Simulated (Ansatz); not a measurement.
# Electron scattering at the Σ5 (310) boundary in fcc Al, starting shift (0.5, 0.5), part 2 of 3

How much does the Σ5 (310) boundary in fcc Al, starting shift (0.5, 0.5) reflect electrons?

Ansatz 0.2.0; Ansatz plane-wave DFT, PBE, PAW files; relaxation of a bicrystal slab with its lowest layers held; PAW set soft_1 (the session's first sound run).

So far. Step 2 (Relaxing the bicrystal): The largest force component on a free atom ends at 0.015 eV/Å, under the tolerance of 0.03, after 6 steps.

**3. Transmission across the boundary**

This step: Ansatz plane-wave DFT, PBE, PAW files; ballistic transport by layer matching (Landauer), zero bias; boundary relaxed in a short slab, bulk layers laid on; PAW set soft_1 (Ansatz 0.2.0).

System of this step: Σ5 (310) boundary in fcc Al, starting shift (0.5, 0.5). The cell holds 67 atoms: 67 Al. Cell: a = 6.400 Å, b = 4.048 Å, c = 50.763 Å, α = 90.0°, β = 90.0°, γ = 90.0°. It derives from Al. Regions: lower grain, 27 atoms (27 Al); boundary, 18 atoms (18 Al); upper grain, 22 atoms (22 Al). Vacuum lies along c.

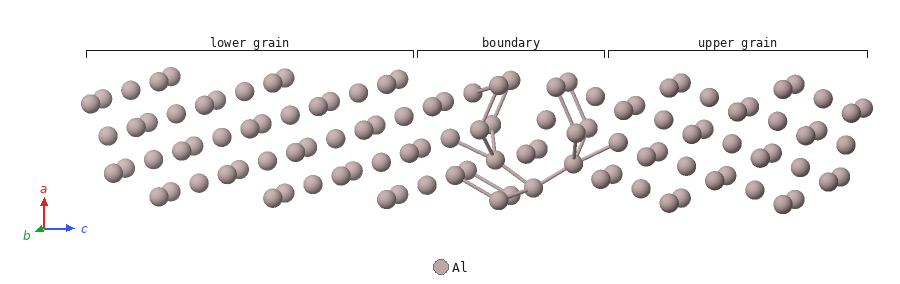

The cell of this step (aluminium light grey). Bonds to atoms that aren't drawn are left out. Some periodic images of atoms are drawn too.

The input, input.yaml:

```yaml
crystal:
  lattice:
    - [6.40040255, 0.0, 0.0]
    - [0.0, 4.04797, 0.0]
    - [0.0, 0.0, 50.7632177735]
  atoms:
    - { symbol: Al, position: [10.8, -18.0, 0.0787972114] }
    - { symbol: Al, position: [10.5, -17.5, 0.0914055582] }
    - { symbol: Al, position: [10.2, -17.0, 0.104013905] }
    - { symbol: Al, position: [9.9, -16.5, 0.1166222518] }
    - { symbol: Al, position: [9.6, -16.0, 0.1292305986] }
    - { symbol: Al, position: [9.3, -15.5, 0.1418389454] }
    - { symbol: Al, position: [9.0, -15.0, 0.1544472922] }
    - { symbol: Al, position: [8.7, -14.5, 0.167055639] }
    - { symbol: Al, position: [8.4, -14.0, 0.1796639859] }
    - { symbol: Al, position: [8.1, -13.5, 0.1922723327] }
    - { symbol: Al, position: [7.8, -13.0, 0.2048806795] }
    - { symbol: Al, position: [7.5, -12.5, 0.2174890263] }
    - { symbol: Al, position: [7.2, -12.0, 0.2300973731] }
    - { symbol: Al, position: [6.9, -11.5, 0.2427057199] }
    - { symbol: Al, position: [6.6, -11.0, 0.2553140667] }
    - { symbol: Al, position: [6.3, -10.5, 0.2679224135] }
    - { symbol: Al, position: [6.0, -10.0, 0.2805307604] }
    - { symbol: Al, position: [5.7, -9.5, 0.2931391072] }
    - { symbol: Al, position: [5.4, -9.0, 0.305747454] }
    - { symbol: Al, position: [5.1, -8.5, 0.3183558008] }
    - { symbol: Al, position: [4.8, -8.0, 0.3309641476] }
    - { symbol: Al, position: [4.5, -7.5, 0.3435724944] }
    - { symbol: Al, position: [4.2, -7.0, 0.3561808412] }
    - { symbol: Al, position: [3.9, -6.5, 0.368789188] }
    - { symbol: Al, position: [3.6, -6.0, 0.3813975349] }
    - { symbol: Al, position: [3.3, -5.5, 0.3940058817] }
    - { symbol: Al, position: [3.0, -5.0, 0.4066142285] }
    - { symbol: Al, position: [0.7, 0.5, 0.4192225753] }
    - { symbol: Al, position: [0.4042736289, 0.0, 0.4317447282] }
    - { symbol: Al, position: [0.1058948241, 0.5, 0.4446377515] }
    - { symbol: Al, position: [0.8110933951, 0.0, 0.4572002683] }
    - { symbol: Al, position: [0.5156947567, 0.5, 0.4703745744] }
    - { symbol: Al, position: [0.2162821298, 0.0, 0.4825924485] }
    - { symbol: Al, position: [0.9116270257, 0.5, 0.495468994] }
    - { symbol: Al, position: [0.6145647788, 0.0, 0.5095024766] }
    - { symbol: Al, position: [0.3316694486, 0.5, 0.52033704] }
    - { symbol: Al, position: [0.0021451333, 0.0, 0.5307402592] }
    - { symbol: Al, position: [0.0924991706, 0.5, 0.5624447367] }
    - { symbol: Al, position: [0.4080056218, 0.0, 0.5609683105] }
    - { symbol: Al, position: [0.6856729892, 0.5, 0.5767335189] }
    - { symbol: Al, position: [-0.0073826614, 0.0, 0.5942079941] }
    - { symbol: Al, position: [0.3060810558, 0.5, 0.6068705047] }
    - { symbol: Al, position: [0.5953343319, 0.0, 0.6163801499] }
    - { symbol: Al, position: [0.8925838547, 0.5, 0.6311255016] }
    - { symbol: Al, position: [0.1968945417, 0.0, 0.6438191588] }
    - { symbol: Al, position: [3.4968945417, -4.5, 0.6564275056] }
    - { symbol: Al, position: [3.7968945417, -5.0, 0.6690358524] }
    - { symbol: Al, position: [4.0968945417, -5.5, 0.6816441992] }
    - { symbol: Al, position: [4.3968945417, -6.0, 0.694252546] }
    - { symbol: Al, position: [4.6968945417, -6.5, 0.7068608928] }
    - { symbol: Al, position: [4.9968945417, -7.0, 0.7194692396] }
    - { symbol: Al, position: [5.2968945417, -7.5, 0.7320775865] }
    - { symbol: Al, position: [5.5968945417, -8.0, 0.7446859333] }
    - { symbol: Al, position: [5.8968945417, -8.5, 0.7572942801] }
    - { symbol: Al, position: [6.1968945417, -9.0, 0.7699026269] }
    - { symbol: Al, position: [6.4968945417, -9.5, 0.7825109737] }
    - { symbol: Al, position: [6.7968945417, -10.0, 0.7951193205] }
    - { symbol: Al, position: [7.0968945417, -10.5, 0.8077276673] }
    - { symbol: Al, position: [7.3968945417, -11.0, 0.8203360141] }
    - { symbol: Al, position: [7.6968945417, -11.5, 0.832944361] }
    - { symbol: Al, position: [7.9968945417, -12.0, 0.8455527078] }
    - { symbol: Al, position: [8.2968945417, -12.5, 0.8581610546] }
    - { symbol: Al, position: [8.5968945417, -13.0, 0.8707694014] }
    - { symbol: Al, position: [8.8968945417, -13.5, 0.8833777482] }
    - { symbol: Al, position: [9.1968945417, -14.0, 0.895986095] }
    - { symbol: Al, position: [9.4968945417, -14.5, 0.9085944418] }
    - { symbol: Al, position: [9.7968945417, -15.0, 0.9212027886] }
kpoints:
  mp_grid: { grid: [4, 6, 1] }
hamiltonian:
  xc: pbe
  pseudopotentials: { kind: paw, azcp: { folder: soft_1 } }
scf:
  occupations: { method: fermi_dirac, width: 0.1 }
output:
  transmission:
    leads: [[14, 15], [54, 55]]
    kmesh: [10, 16]
    e_range: [-0.1, 0.1]
    de: 0.05
  write_potential: true
  write_density: true
  volumetric_format: npy
  elf: true
```

On the command line:

```sh
ansatz run input.yaml --threads 4 --pin off --max-ram 15360MiB --backend cpu --events-out ev --progress --plain --runs-dir out
```

Numbers of over 12 decimals in the logs are rounded to 6 here.

Output:

```text
[...]
Crystal: 67 atoms, lattice volume = 1315.206 Å³
Basis set: ecut = 420 eV, 25741 PW (Γ)
Bands: 168, of which v1, the nominal top of the filled ones, is band 101 counted from 1 (100 counted from 0)
Symmetry: 2 space group operations
[...]
k-points: 12 of 24 (time reversal used)
[...]
SCF iter   1: F=—  HF=-36013.687261 eV  |F-HF|=—  |Δ(HF+E_count)|=         —  Δρ=2.24e-2  dr2=1.02e2  ethr=3.10e-3  ⟨swp⟩=8.0  Hψ=11178  notcnv=0  defer=126
[...]
SCF iter   9: F=-36008.939650 eV  HF=-36008.939650 eV  |F-HF|=5.67e-8  |Δ(HF+E_count)|=   2.17e-8  Δρ=5.24e-7  dr2=6.13e-8  ethr=4.98e-11  ⟨swp⟩=23.0  Hψ=11102  notcnv=0
SCF 1 converged in 9 iterations: F = -36008.939650 eV  dr2 = 6.13e-8
[...]
transmission: 212 of 2106 steps passed
transmission: 422 of 2106 steps passed
[...]
transmission: 2106 of 2106 steps passed
WARN: The output density's exchange-correlation potential varies sharply where the density is thin. Do not read a vacuum level from v_tot or v_xc, or from such a field of the output density. On a cell that repeats whose density bears no net charge and no dipole along the vacuum's axis use v_es (v_loc + v_h of the components); under efield.dipole_correction with no amplitude use v_es + v_field, which holds any externa [...]
SCF converged after 9 iterations
Free energy (F): -36008.939650 eV
[...]
Internal energy: -36008.079088 eV  (E = F + TS)
E sigma→0 (E₀):  -36008.509369 eV
Entropy (-TS):   -0.860563 eV (-12.844 meV/atom)
Fermi energy:    6.047117 eV
[...]
--- Band table (eV; the first three rows and the last of 12) ---
  k-point 0: bands = [... 97 lower, 6.6754, 6.7412, 6.7580, 6.8181, 6.9111, 6.9167, 6.9961, 7.0148, ... 63 higher]
  k-point 1: bands = [... 97 lower, 6.0674, 6.1683, 6.2561, 6.3914, 6.5408, 6.6005, 6.6693, 6.6897, ... 63 higher]
  k-point 2: bands = [... 97 lower, 5.1137, 5.1387, 5.2366, 5.3393, 5.3993, 5.4874, 5.6227, 5.6555, ... 63 higher]
  k-point 11: bands = [... 97 lower, 5.3734, 5.3890, 5.4443, 5.5398, 5.5483, 5.5554, 5.6421, 5.7248, ... 63 higher]
--- Transmission ---
  basis      : 225 plane waves across, 39 finite elements along
  points     : 54, standing for a mesh of 10 x 16
  energies   : 5 from -0.100000 to 0.100000 eV about the Fermi level, 0.050000 eV apart; the leads are filled to 0.000000 eV, and channels, transmission and decay are at 0.000000 eV
  crystal 0  : Al4, at the sites [14, 15], period 2.5602 Å, over 17.92 Å; its Hamiltonian steps by up to 15.9 meV
    offset         : up to 0.0000 Å between an atom of the period and one for which it stands
    channels       : 5.068750e0 a spin
    conductance    : none, the energies end too early or step too widely for 300 K: set another output.transmission.e_range or a lower de, or, where they end at an eighth of basis.ecutwfc, a higher one
[...]
channels       : 5.068750e0 a spin
[...]
junction   : crystal 0 to crystal 1, 12.64 to 37.48 Å
    transmission   : 3.309749e0 a spin
[...]
```

Wall time 9.4 min (4 threads of Arm Neoverse V1, shared host); peak memory 5.4 GiB; 36 min of CPU time.

The column dr2 measures how far the density is from self-consistency, as an energy; F and HF (Harris–Foulkes) agree once it is small.

This step gave:

- free energy: -36008.9397 eV
- energy at zero smearing: -36008.5094 eV
- Fermi energy: 6.047 eV
- cell area: 25.91 Å²
- transmission per spin nearest the Fermi level: 3.310
- open channels per spin nearest the Fermi level: 5.069
- open channels per spin, upper lead: 5.069
- step of the lead's potential: 15.9 meV
- step of the upper lead's potential: 7.8 meV

Per spin. Table of transmission, zone mean by energy, zero at the Fermi level:

| energy (eV) | transmission, zone mean |
| --- | --- |
| -0.1000 | 3.22 |
| -0.0500 | 3.28 |
| 0.0000 | 3.31 |
| 0.0500 | 3.34 |
| 0.1000 | 3.42 |

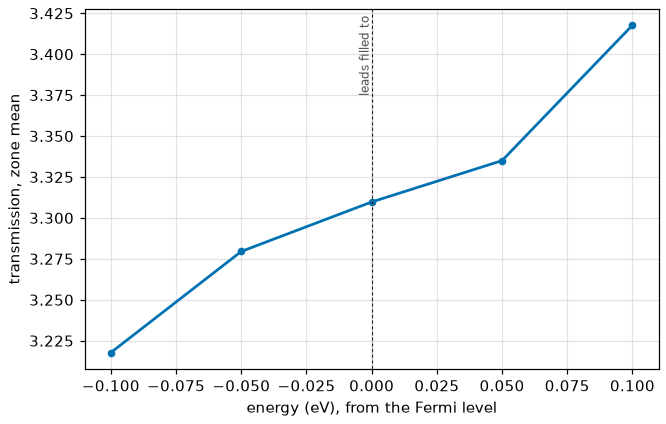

Transmission, zone mean against energy.

Per spin. Open channels, zone mean against energy, zero at the Fermi level:

| energy (eV) | lead | upper lead |
| --- | --- | --- |
| -0.1000 | 4.96 | 4.96 |
| -0.0500 | 5.07 | 5.07 |
| 0.0000 | 5.07 | 5.07 |
| 0.0500 | 5.07 | 5.11 |
| 0.1000 | 5.12 | 5.17 |

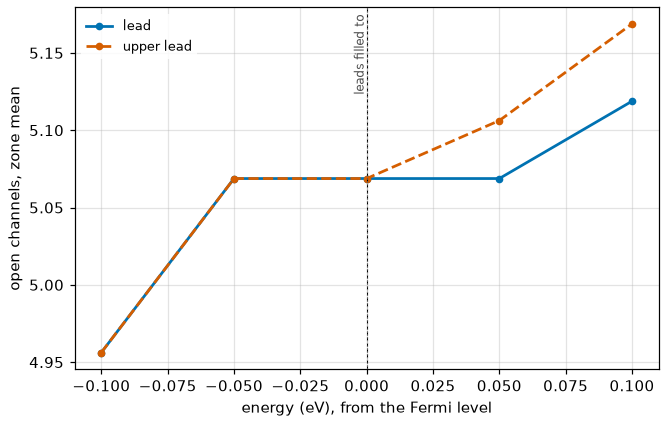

Open channels, zone mean against energy.

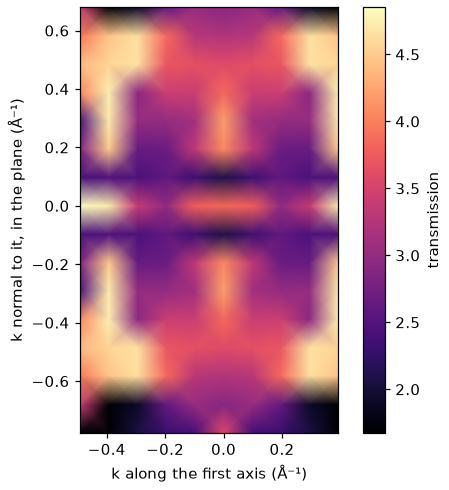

Transmission over k1 and k2. At 0.0000 eV from the Fermi level.

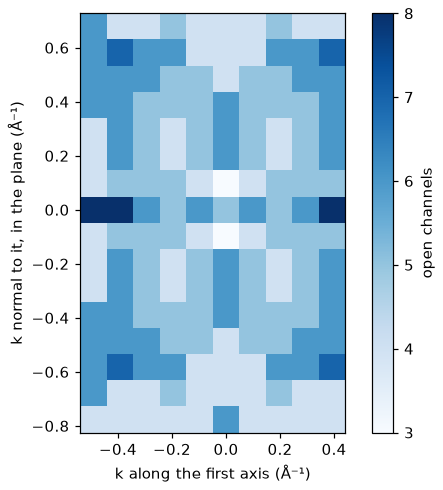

Open channels over k1 and k2. At 0.0000 eV from the Fermi level.

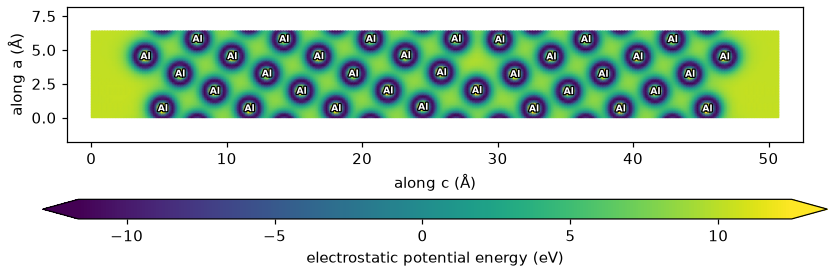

Electrostatic potential energy in the ca plane at fractional y = 0.000, with atoms of Al within 0.2 Å of it. With pseudopotentials it is smooth inside the atoms' cores, unlike the true potential. The map starts off the cell's origin, so that atoms lie inside it.

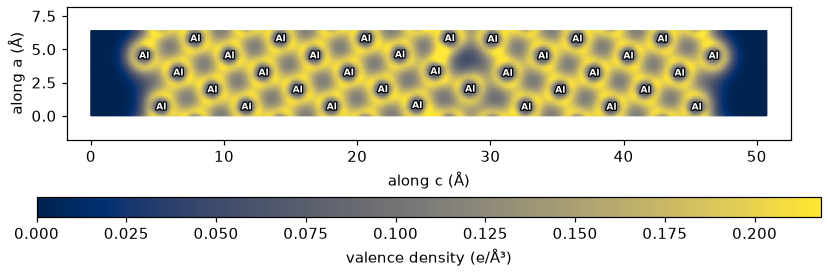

Valence density in the ca plane at fractional y = 0.000, with atoms of Al within 0.2 Å of it. It is the smooth field of the valence electrons, not physical close to the nuclei. The map starts off the cell's origin, so that atoms lie inside it.

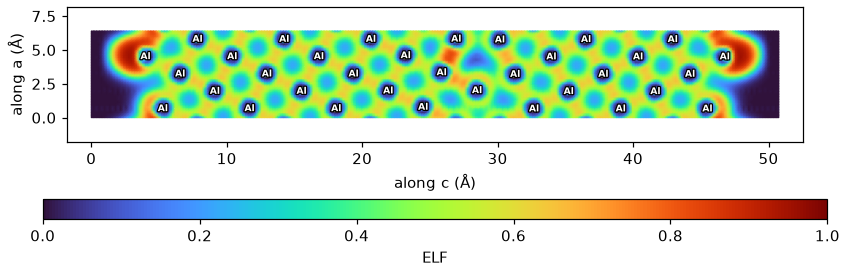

ELF in the ca plane at fractional y = 0.000, with atoms of Al within 0.2 Å of it. It is the smooth field of the valence electrons, not physical close to the nuclei. The map starts off the cell's origin, so that atoms lie inside it.

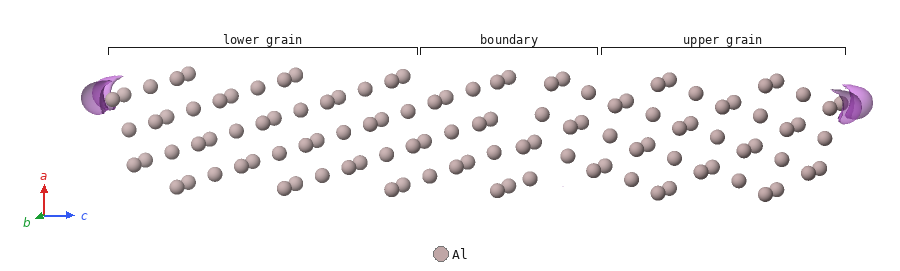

Surface of ELF = 0.85.

Over the solved energies the transmission per spin lies between 3.22 and 3.42, out of 5.06 channels of the lead on average (up to 5.12).

**4. Specific resistance**

This step: Ansatz plane-wave DFT, PBE, PAW files; ballistic transport by layer matching (Landauer), zero bias; specific resistance of the boundary; PAW set soft_1 (Ansatz 0.2.0).

Numbers from this step:

```yaml
area_resistance: 0.3494 fΩ m²
t_over_the_leads_mean_channel_count: 0.6539
```

Averaged over the energies near the Fermi level, 65.4 % of the channels pass, which makes 0.349 fΩ m².

By hand, with T and the leads' channels N averaged over the energies near the Fermi level: RA = A (h/2e²)(1/T − ½[1/N₁ + 1/N₂]) = 25.91×10⁻²⁰ m² × 12 906 Ω × (1/3.312 − ½[1/5.056 + 1/5.074]) = 0.349 fΩ m².

(Continued in part 3 of 3.)

[Logs are printed without paths, hosts, clocks, repeated set-up lines and the standing remarks that a program may print on its own settings, such as how far it seeks lower states.]

[Hosts, paths, dates, database ids (printed as entryN), source tags and the programs' standing remarks are cut or masked in the printed files.]
